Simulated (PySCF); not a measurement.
# USVWN5/STO-3G run of AlHSCl (SMILES [SH][Al][Cl])

Aim: the vertical doublet–quartet gap of AlHSCl at USVWN5/STO-3G, from 2 runs. The job is set up through a Python script.

The results are computed with PySCF 2.14.0.

8 further runs of the same task are left out: 8 set aside as unsound or not needed.

### 1 The system as given

AlHSCl has 4 atoms, charge 0, and is taken as a doublet. As SMILES, `[SH][Al][Cl]`. The shape is that of a PBE0-D4/def2-TZVP optimisation.

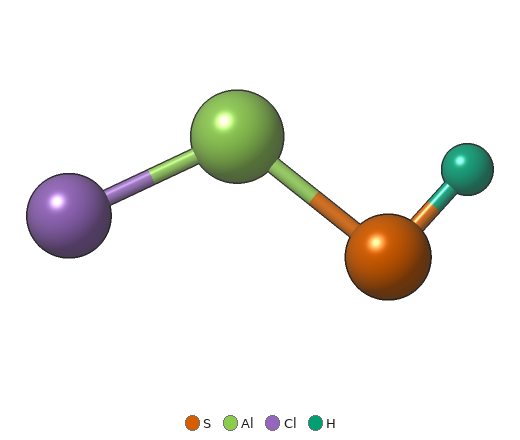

The structure, seen from a chosen angle (sulfur orange, aluminium green, chlorine purple, hydrogen teal).

### 2 The energy at USVWN5/STO-3G

input.py reads:

```python
from pyscf import gto, dft

mol = gto.M(
    atom=[
    ('S', (0.439800, 0.984900, -0.744700)),
    ('Al', (-0.394100, -0.525900, 0.609100)),
    ('Cl', (0.226200, -2.507400, 0.251000)),
    ('H', (-0.216400, 1.988100, -0.135600)),
],
    max_memory=1860,
    basis='sto-3g',
    spin=1,
    charge=0,
    verbose=3,
)

myscf = dft.UKS(mol, xc='svwn')
myscf.grids.level = 5
myscf.conv_tol = 1e-10
myscf.kernel()
if not myscf.converged:
    myscf = myscf.newton().run(myscf.mo_coeff, myscf.mo_occ)

energy = myscf.e_tot
print('E(%s) = %.9f' % ('SVWN5', energy))
```

On the command line:

```sh
$ OMP_NUM_THREADS=1 python input.py
```

The log of the run:

```text
converged SCF energy = -1085.11811050608  <S^2> = 0.75150728  2S+1 = 2.0015067
E(SVWN5) = -1085.118110506
```

Run time: 3.9 s. Hardware: 1 thread of Arm Neoverse V2, shared host; peak memory 0.15 GiB.

### 3 The quartet at the same level

calc.py reads:

```python
from pyscf import gto, dft

system = gto.Mole()
system.atom = '''
S      0.831102     1.861191    -1.407279
Al    -0.744741    -0.993807     1.151032
Cl     0.427456    -4.738299     0.474321
H     -0.408937     3.756965    -0.256247
'''
system.verbose = 4
system.unit = 'bohr'
system.max_memory = 1860
system.spin = 3
system.basis = 'sto-3g'
system.build()

mf = dft.UKS(system, xc='svwn')
mf.conv_tol = 1e-10
mf.grids.level = 5
mf.kernel()
if not mf.converged:
    mf = mf.newton().run(mf.mo_coeff, mf.mo_occ)

etot = mf.e_tot
print('Final energy', etot)
```

On the command line:

```sh
$ OMP_NUM_THREADS=1 python calc.py
```

The log of the run:

```text
PySCF version 2.14.0

[INPUT] num. atoms = 4
[INPUT] num. electrons = 47
[INPUT] charge = 0
[INPUT] spin (= nelec alpha-beta = 2S) = 3
[INPUT] symmetry False subgroup None
[INPUT] Mole.unit = bohr
[INPUT] Symbol           X                Y                Z      unit          X                Y                Z       unit  Magmom
[INPUT]  1 S      0.439800238350   0.984899862369  -0.744699976206 AA    0.831102000000   1.861191000000  -1.407279000000 Bohr   0.0
[INPUT]  2 Al    -0.394099965238  -0.525900016453   0.609099903440 AA   -0.744741000000  -0.993807000000   1.151032000000 Bohr   0.0
[INPUT]  3 Cl     0.226199973871  -2.507399849325   0.250999863861 AA    0.427456000000  -4.738299000000   0.474321000000 Bohr   0.0
[INPUT]  4 H     -0.216400141102   1.988100260224  -0.135600072767 AA   -0.408937000000   3.756965000000  -0.256247000000 Bohr   0.0

[... 49 lines left out ...]
[... the frontier-level lines of each cycle are left out ...]
[... 17 lines left out ...]
[... 11 lines left out ...]
[... 8 lines left out ...]
[... 12 lines left out ...]
[... 17 lines left out ...]
[... 5 lines left out ...]

cycle= 14 E= -1084.87786415852  delta_E= -4.19e-08  |g|= 4.46e-05  |ddm|= 0.000463


cycle= 15 E= -1084.87786416222  delta_E= -3.7e-09  |g|= 7.03e-06  |ddm|= 0.000225


cycle= 16 E= -1084.87786416231  delta_E= -9.64e-11  |g|= 1.27e-06  |ddm|= 5.93e-05


Extra cycle  E= -1084.87786416089  delta_E= 1.42e-09  |g|= 2.73e-05  |ddm|= 0.000125
converged SCF energy = -1084.87786416089  <S^2> = 3.7508865  2S+1 = 4.0004432
Final energy -1084.8778641608933
```

Run time: 3.9 s. Hardware: 1 thread of Arm Neoverse V2, shared host; peak memory 0.15 GiB.

### 4 Summary of results

Level: USVWN5/STO-3G.

```
                                        quantity           value
                           doublet: total energy  -1085.11811 Eh
                          doublet: dipole moment          3.96 D
     doublet: HOMO energy (highest over α and β)        -1.39 eV
      doublet: LUMO energy (lowest over α and β)        -0.23 eV
                                   doublet: ⟨S²⟩           0.752
                           quartet: total energy  -1084.87786 Eh
                          quartet: dipole moment          4.76 D
                                   quartet: ⟨S²⟩           3.751
vertical energy of the quartet above the doublet        6.537 eV
```

**Reading.** At this shape the quartet lies 6.54 eV (151 kcal/mol) above the doublet. In a minimal basis such a difference can be off by several eV, whatever the method. Mulliken charges (doublet) run from -0.42 on Cl3 to +0.55 on Al2; they depend strongly on the basis. Mulliken charges (quartet) run from -0.34 on Cl3 to +0.17 on Al2; they depend strongly on the basis.
